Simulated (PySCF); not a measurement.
```tsv
atom	x (Å)	y (Å)	z (Å)
F	1.9097	-0.8581	-1.5622
C	1.9521	-0.4327	-0.2979
F	3.0735	-0.8304	0.2949
C	0.9828	0.2919	0.2474
F	1.1247	0.6749	1.5348
C	-0.2847	0.6900	-0.3976
Si	-1.7696	-0.2888	0.3417
H	-0.4417	1.7555	-0.2276
H	-0.2083	0.5219	-1.4694
H	-1.5296	-1.7113	0.1070
H	-1.8483	0.0070	1.7694
H	-2.9593	0.1794	-0.3665
```

Geometry: GFN2-xTB.

All numbers below come from wB97X-D/def2-SVPD, SCF density, gas phase in PySCF.

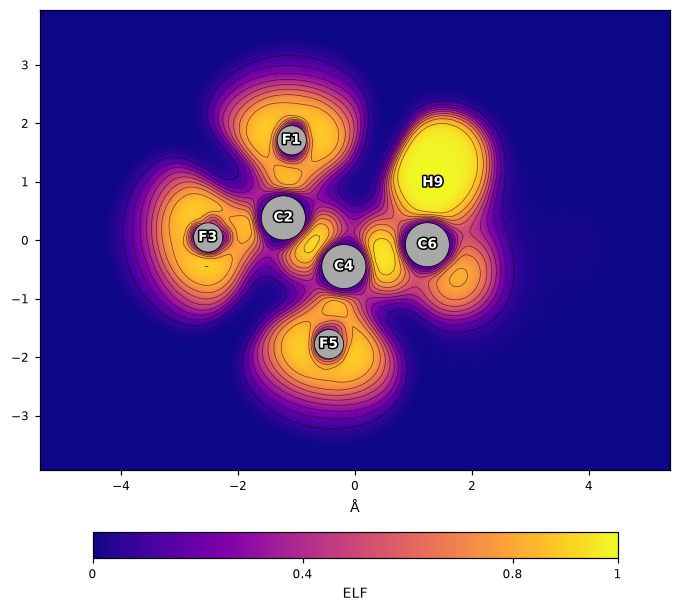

C3H5F3Si (SMILES FC(F)=C(F)C[SiH3]). Electron localisation function on the plane of atoms F3, C2 and C4. Grey discs cover the atomic cores.

What do the fields say about this system?

Answer. The section cuts through F, C and H sites. C–C (1.33 Å): the ELF peaks at about 0.90 between the atoms; a multiple bond. C–F (1.33 Å): the ELF peaks at about 0.85 between the atoms, as expected for a polar covalent bond. C–H (1.09 Å): the ELF climbs to about 1 towards the hydrogen, as it does in any bond to H: a covalent bond by its length. C–C (1.48 Å): the ELF peaks at about 0.95 between the atoms (a shared electron pair). The ELF also peaks beside F5, F3 and F1, away from the bonds: lone-pair regions.
